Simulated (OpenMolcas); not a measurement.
# One shape, several levels: doublet AlCNClOF+

Wanted: a comparison of 6 runs (UHF/STO-3G, U-revPBE/cc-pVDZ, UBLYP/cc-pVDZ, UM06-2X/cc-pVDZ, UM06-L/cc-pVDZ, UPBE/cc-pVDZ) of doublet AlCNClOF+. 

The calculation is run with OpenMolcas 26.06.

## 1. The system as given

The species is AlCNClOF+ (6 atoms), meant as a doublet with charge +1. As SMILES of the parent species, `O=C=[N][Al]([F])[Cl]`. The coordinates come from a PBE0-D4/def2-TZVP relaxation. This is one conformer, not always the lowest. That shape belongs to the parent species and isn't relaxed for this state.

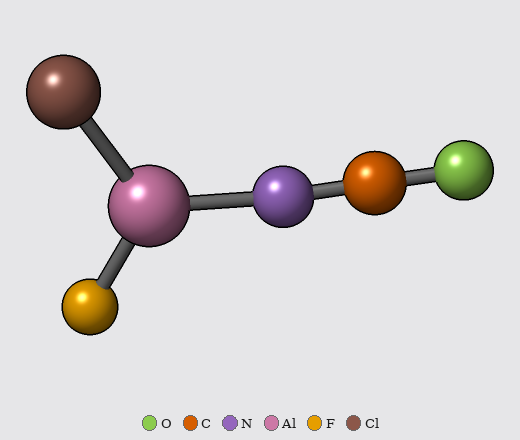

Viewed from a chosen angle; oxygen green, carbon orange, nitrogen purple, aluminium pink, fluorine amber, chlorine brown.

## 2. The energy at UHF/STO-3G (run 1)

run.inp reads:

```
* CAlClFNO Hartree-Fock

&GATEWAY
  BasLib
  $CurrDir
  Coord
  6
  angstrom
  O       -1.726000      -0.301300       2.353900
  C       -1.034500      -0.244700       1.421600
  N       -0.321400      -0.196300       0.461800
  Al       0.694800       0.033100      -0.933400
  F        1.379200      -1.268200      -1.642400
  Cl       1.050000       1.913400      -1.707800
  Basis
  STO-3G
  Group
  NoSym

&SEWARD

&SCF
  UHF
  Charge
  1
  Spin
  2
  Thresholds
  1e-10 1e-07 1e-07 1e-05
  PrOrbitals
  1 1
```

The basis set STO-3G is read from a file made from the Basis Set Exchange's data (not shown).

Launch:

```bash
$ export MOLCAS_MEM=1860
$ pymolcas run.inp > run.log
```

What it wrote:

```text
--- Start Module: gateway ---
[...]
--- Stop Module: gateway /rc=_RC_ALL_IS_WELL_ ---
--- Start Module: seward ---
[...]
      Basis functions           38
--- Stop Module: seward /rc=_RC_ALL_IS_WELL_ ---
--- Start Module: scf ---
[...]
       Convergence after  25 Iterations
[...]
::    Total SCF energy                               -956.5405398029
[...]
      Total spin, S                                     0.5936385772
[...]
      Total electronic charge=   59.000000
      Total            charge=    1.000000
[...]
      Dipole Moment (debye):
      Origin of the operator (angstrom)=    0.3021    0.2701   -0.4468
                   X= -4.1604E+00               Y= -3.3266E+00               Z=  6.0935E+00           Total=  8.0935E+00
      Center of Charge (angstrom)
[...]
--- Stop Module: scf /rc=_RC_ALL_IS_WELL_ ---
[...]
```

Wall time 1.5 s (1 thread of Intel Xeon 6975P-C (Granite Rapids), shared host); peak memory 0.37 GiB.

## 3. A single-point energy at U-revPBE/cc-pVDZ (run 2)

mol.xyz reads:

```xyz
6

O     -1.726000    -0.301300     2.353900
C     -1.034500    -0.244700     1.421600
N     -0.321400    -0.196300     0.461800
Al     0.694800     0.033100    -0.933400
F      1.379200    -1.268200    -1.642400
Cl     1.050000     1.913400    -1.707800
```

test.inp reads:

```
>>> EXPORT MOLCAS_PRINT=2

&GATEWAY
 BasLib = $CurrDir
 Coord = mol.xyz
 Basis = cc-pVDZ
 Group = NoSym

&SEWARD
 GridInput
 Grid=UltraFine
 End of Grid

&SCF
 UHF
 Charge = 1
 Spin = 2
 KSDFT = revPBE
 Thresholds = 1e-10 1e-07 1e-07 1e-05
 PrOrbitals = 1 1
```

The basis set cc-pVDZ is read from a file made from the Basis Set Exchange's data (not shown).

Launch:

```bash
$ export MOLCAS_MEM=1860
$ pymolcas test.inp > test.log
```

What it wrote:

```text
--- Start Module: gateway ---
[...]
--- Stop Module: gateway /rc=_RC_ALL_IS_WELL_ ---
--- Start Module: seward ---
[...]
      Basis functions           92
--- Stop Module: seward /rc=_RC_ALL_IS_WELL_ ---
[...]
--- Start Module: scf ---
[...]
       Convergence after  32 Iterations
[...]
::    Total KS-DFT energy                            -970.1517519076
[...]
      Total spin, S                                     0.5020875988
[...]
      Total electronic charge=   59.000000
      Total            charge=    1.000000
[...]
      Dipole Moment (debye):
      Origin of the operator (angstrom)=    0.3021    0.2701   -0.4468
                   X= -1.4514E+00               Y=  8.6692E-01               Z=  1.8053E+00           Total=  2.4733E+00
      Center of Charge (angstrom)
[...]
--- Stop Module: scf /rc=_RC_ALL_IS_WELL_ ---
[...]
```

Run time: 47 s. Hardware: 1 thread of Intel Xeon 6975P-C (Granite Rapids), shared host; peak memory 0.51 GiB.

Runs 3 to 5 aren't shown in full; the table further down has their settings and results.

## 4. The energy at UPBE/cc-pVDZ (run 6)

job.inp reads:

```
* CAlClFNO Kohn-Sham DFT
&GATEWAY
BasLib
$CurrDir
BasisSet
O.cc-pVDZ....
O1 -1.726000 -0.301300 2.353900 angstrom
End of Basis
BasisSet
C.cc-pVDZ....
C2 -1.034500 -0.244700 1.421600 angstrom
End of Basis
BasisSet
N.cc-pVDZ....
N3 -0.321400 -0.196300 0.461800 angstrom
End of Basis
BasisSet
Al.cc-pVDZ....
Al4 0.694800 0.033100 -0.933400 angstrom
End of Basis
BasisSet
F.cc-pVDZ....
F5 1.379200 -1.268200 -1.642400 angstrom
End of Basis
BasisSet
Cl.cc-pVDZ....
Cl6 1.050000 1.913400 -1.707800 angstrom
End of Basis
&SEWARD
GridInput
Grid=UltraFine
End of Grid
&SCF
UHF
Charge
1
Spin
2
KSDFT
PBE
Thresholds
1e-10 1e-07 1e-07 1e-05
PrOrbitals
1 2
```

The basis set cc-pVDZ is read from a file made from the Basis Set Exchange's data (not shown).

Launch:

```bash
$ export MOLCAS_MEM=1860
$ pymolcas job.inp > job.log
```

What it wrote:

```text
--- Start Module: gateway ---
[...]
--- Stop Module: gateway /rc=_RC_ALL_IS_WELL_ ---
--- Start Module: seward ---
[...]
      Basis functions           92
--- Stop Module: seward /rc=_RC_ALL_IS_WELL_ ---
[...]
--- Start Module: scf ---
[...]
       Convergence after  34 Iterations
[...]
::    Total KS-DFT energy                            -969.7690882999
[...]
      Total spin, S                                     0.5019059052
[...]
      Total electronic charge=   59.000000
      Total            charge=    1.000000
[...]
      Dipole Moment (debye):
      Origin of the operator (angstrom)=    0.3021    0.2701   -0.4468
                   X= -1.4169E+00               Y=  9.0594E-01               Z=  1.7530E+00           Total=  2.4293E+00
      Center of Charge (angstrom)
[...]
--- Stop Module: scf /rc=_RC_ALL_IS_WELL_ ---
[...]
```

It took 50 s on 1 thread of Intel Xeon 6975P-C (Granite Rapids), shared host; peak memory 0.51 GiB.

## 5. The series

| run | level | integration grid | energy (Eh) | HOMO energy (eV) | LUMO energy (eV) | ⟨S²⟩ | wall time |
| --- | --- | --- | --- | --- | --- | --- | --- |
| 1 | UHF/STO-3G | – | -956.540540 | -15.13 | -4.99 | 0.946 | 1.5 s |
| 2 | U-revPBE/cc-pVDZ | UltraFine | -970.151752 | -14.10 | -13.73 | 0.754 | 47 s |
| 3 | UBLYP/cc-pVDZ | UltraFine | -970.340193 | -13.96 | -13.61 | 0.754 | 71 s |
| 4 | UM06-2X/cc-pVDZ | UltraFine | -970.214895 | -15.88 | -12.99 | 0.771 | 74 s |
| 5 | UM06-L/cc-pVDZ | UltraFine | -970.340580 | -14.49 | -14.01 | 0.758 | 80 s |
| 6 | UPBE/cc-pVDZ | UltraFine | -969.769088 | -14.15 | -13.81 | 0.754 | 50 s |

## 6. Results

| quantity | value |
| --- | --- |
| run 6: total energy | -969.76909 Eh |
| run 6: HOMO energy (highest over α and β) | -14.15 eV |
| run 6: LUMO energy (lowest over α and β) | -13.81 eV |
| run 6: ⟨S²⟩ | 0.754 |

**Reading.** Totals of different functionals can't be ranked against each other. In run 1 the basis is minimal, so the values are rough. Spin contamination of the reference: run 1 ⟨S²⟩ = 0.95. All runs together took 5.4 min, the longest 80 s.
